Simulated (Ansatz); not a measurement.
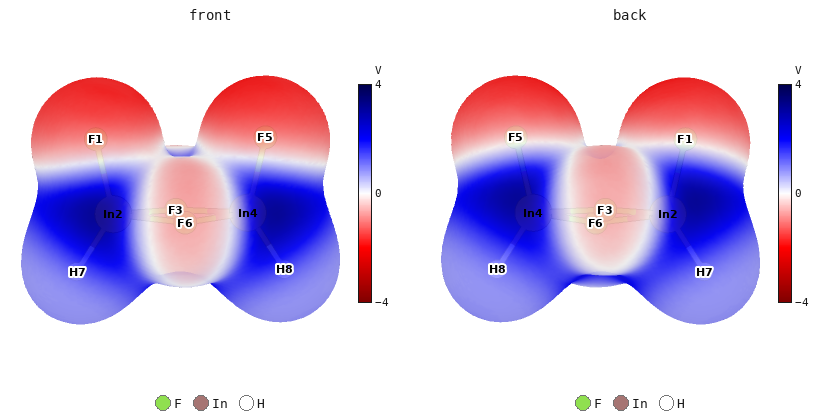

*F$_{4}$H$_{2}$In$_{2}$. The electrostatic potential painted on the density surface at 0.002 e/bohr³, seen from the front and from behind; red is negative and blue positive.*

Geometry: PBE0-D4/def2-TZVP; core potentials replace the inner electrons of In.

The calculation used RKS PBE0-D4/def2-TZVPP (Ansatz 0.2.0).

The calculation's input:

```
crystal:
  periodic: [false, false, false]
  atoms:
    - {symbol: F, position_ang: [2.414916, -1.180980, 0.606815]}
    - {symbol: In, position_ang: [1.503346, 0.512944, 0.526610]}
    - {symbol: F, position_ang: [0.336175, 0.305995, -1.228312]}
    - {symbol: In, position_ang: [-1.556872, -0.325753, -0.520135]}
    - {symbol: F, position_ang: [-1.441648, -2.237924, -0.712848]}
    - {symbol: F, position_ang: [-0.427008, 0.012305, 1.238798]}
    - {symbol: H, position_ang: [1.941591, 2.102406, 0.850682]}
    - {symbol: H, position_ang: [-2.770500, 0.811006, -0.761610]}
basis:
  gaussian: {orbitals: def2-TZVPP}
hamiltonian: {xc: pbe0, dispersion: d4}
output: {orbitals: {seedname: orbitals}}
```

Run with:

```sh
ansatz run in.yaml --threads 4 --pin off --events-out ev --progress --plain --max-ram 10444MiB
```

Question: Where is the surface potential most negative and most positive?

Answer: The most negative region (about −1.8 V, or −42 kcal/mol for a unit charge) lies over F1 and F5, the most positive (about +3.1 V, or +71 kcal/mol for a unit charge) over In2 and In4.
